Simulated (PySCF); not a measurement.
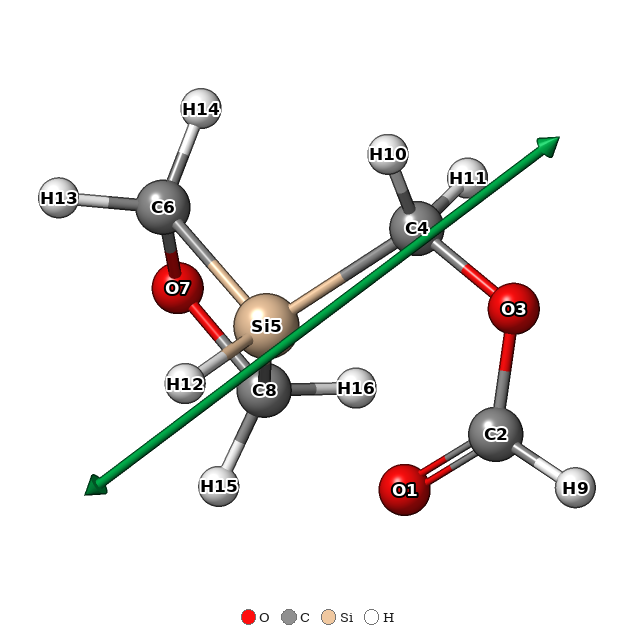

The double arrow shows the direction of the transition dipole to excited singlet state 6 (its length means nothing). Computed geometry: GFN2-xTB optimisation. No frequency run is at hand to confirm it as a minimum. Method: TDDFT ωB97X-D/def2-SVPD, vertical, gas phase, core orbitals frozen in the response (PySCF 2.14.0).

> How is the transition polarised?

Nearly parallel to the O1–C2 bond.

> Where does the transition lie, and how strong is it?

7.15 eV (173 nm), oscillator strength 0.016, of mixed character, with the largest part HOMO → LUMO+1 (weight 0.36); transition dipole 0.78 D.

The geometry is semi-empirical. Around Si such bond lengths and angles can be off by a tenth of an ångström or more and by several degrees, and values that hang on the shape move with them.
